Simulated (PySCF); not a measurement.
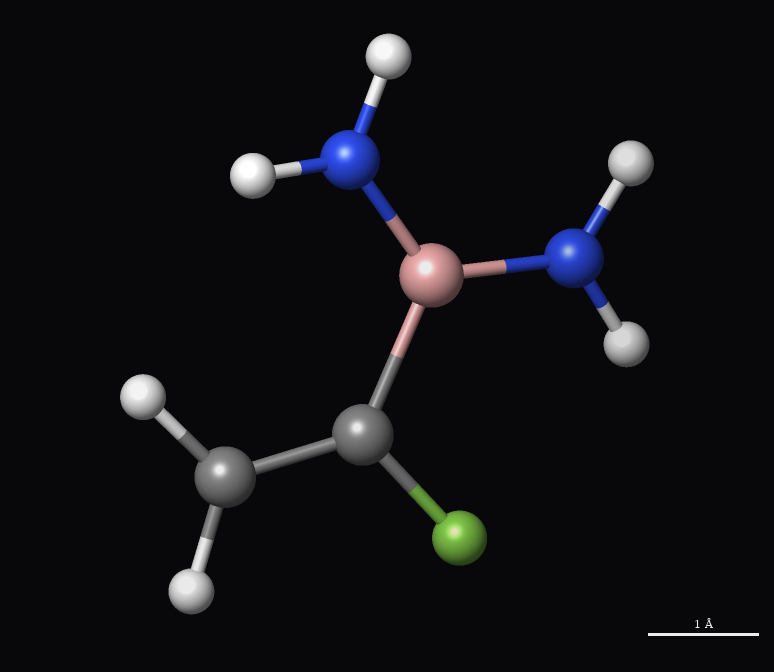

A ball-and-stick model of a molecule. Colours: carbon grey, fluorine green, boron pink, nitrogen blue, hydrogen white.

The computed structure is the end point of a PBE0-D3(BJ)/def2-SVP optimisation. No frequency run is at hand to confirm it as a minimum.

Description:

Formula C2H6BFN2. SMILES: `C=C(F)B(N)N`. It has no ring. Among its groups: alkene, C–F bond. Coordination: 2 C trigonal planar; 1 B trigonal planar; 2 N trigonal planar.

More results for the same structure follow; atom numbers are the same in all pictures, views and colours differ.

### Geometry

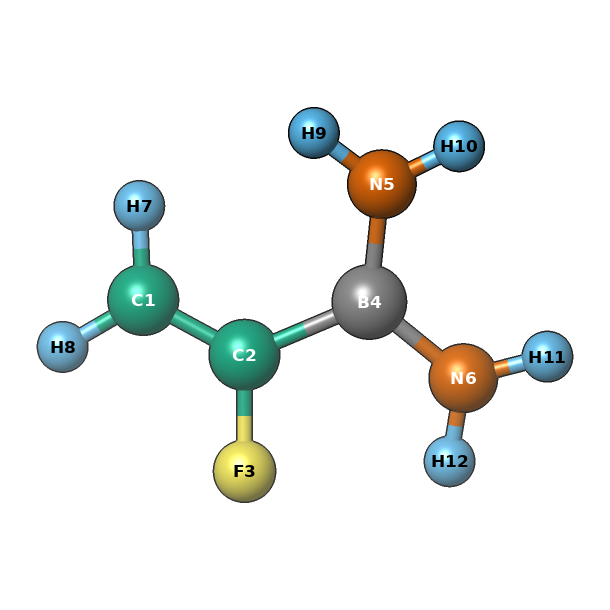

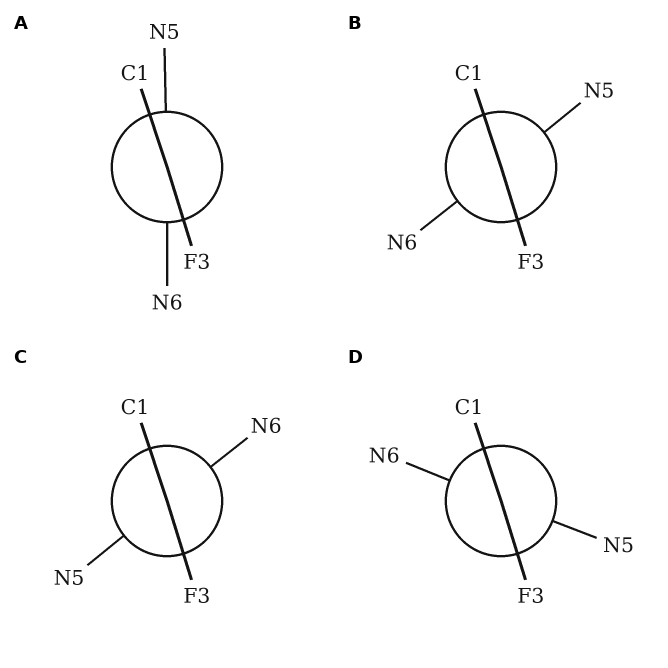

Distant atoms are faded towards the background colour. Bonds that would overlap in a projection are set slightly apart. No frequency run is at hand to confirm it as a minimum.

> Which Newman projection shows the view along C2–B4, with C2 in front?

A. The torsion angle F3–C2–B4–N5 is −172°, antiperiplanar (anti).

### Core levels

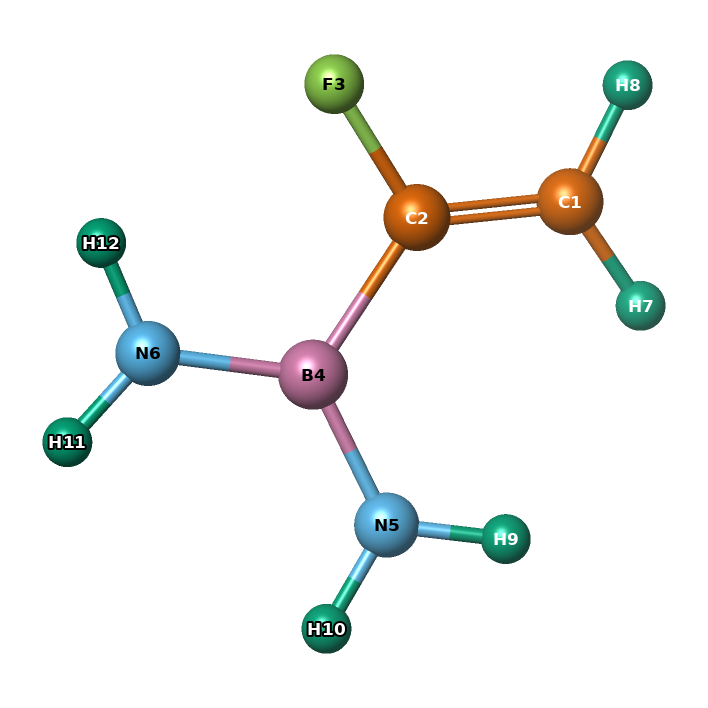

No frequency run is at hand to confirm it as a minimum. Properties computed with delta-SCF UKS SCAN, pcX-2 on the ionised atom, pcseg-1 elsewhere, non-relativistic (PySCF 2.14.0).

Give the core-electron binding energies (to vacuum) of C1 1s, C2 1s, F3 1s, B4 1s, N5 1s.

| atom | level | binding energy (eV) |
| --- | --- | --- |
| C1 | 1s | 289.9 |
| C2 | 1s | 292.0 |
| F3 | 1s | 691.8 |
| B4 | 1s | 195.7 |
| N5 | 1s | 404.7 |

### Spin–spin coupling

No frequency run is at hand to confirm it as a minimum. Method: B3LYP/6-31G* indirect spin-spin coupling, non-relativistic, gas phase (PySCF 2.14.0). Isotopes: 11B, 13C, 19F, 1H, 15N.

Give the spin–spin coupling constants of these pairs, with the number of bonds between them: C2/F3, N5/H9, F3/B4, B4/H12, B4/H9, F3/H8.

| pair | bonds apart | J (Hz) |
| --- | --- | --- |
| C2, F3 | 1 | −242.2 |
| N5, H9 | 1 | −83.5 |
| F3, B4 | 2 | 29.3 |
| B4, H12 | 2 | 3.2 |
| B4, H9 | 2 | 4.2 |
| F3, H8 | 3 | 14.0 |

Density functionals are unreliable for couplings to fluorine, so those rows may be far off.

### Electronic properties

No frequency run is at hand to confirm it as a minimum. Properties computed with B3LYP/6-31G*, gas phase (PySCF 2.14.0).

> Give the HOMO energy (Kohn–Sham orbital) at this level.

−6.33 eV.

> Estimate the dipole moment.

2.34 D.

> Estimate the LUMO energy (Kohn–Sham orbital).

0.22 eV.
